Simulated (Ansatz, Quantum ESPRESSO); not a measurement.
# Predicting the next point of a tunnelling series: a Si chain with one bond drawn out

How the rows were computed: Quantum ESPRESSO 7.5 (pw.x, pwcond.x), LDA, GBRV ultrasoft; geometry as built. T is the transmission per spin at the Fermi level. The series steps the stretch of one bond.

```
added stretch (Å)       T
              0.5    2.34
              1.2   0.778
                2   0.125
                3  0.0105
```

To predict: What is T at 4 Å?

**Worked estimate.** In the tunnelling regime ln T falls linearly. The last two rows give a slope of ln(0.125/0.0105)/(3 − 2) = 2.477 per Å, so T(4) ≈ 0.0105 × exp(−2.477 × 1) = 0.000882.

**The withheld run.** T = 0.000868; the estimate is 1.02 times that. The slope over the last interval is 2.497: the same within 8 %. A second code, Ansatz 0.2.0, gives 0.000773.

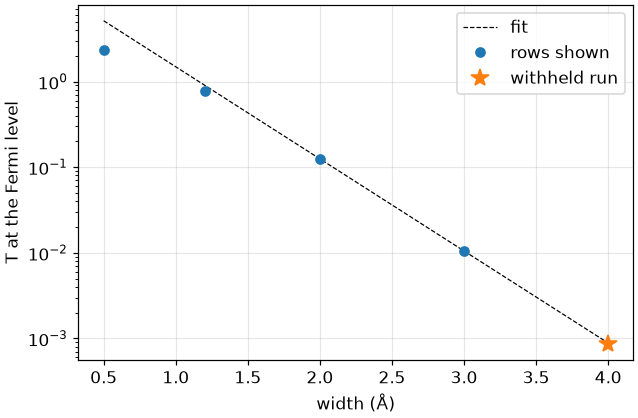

The rows shown, the fit and the withheld run.

Caveats: Short leads, unrelaxed atoms, a barrier without the image potential.

[Logs are printed without paths, hosts, clocks, repeated set-up lines and the standing remarks that a program may print on its own settings, such as how far it seeks lower states.]
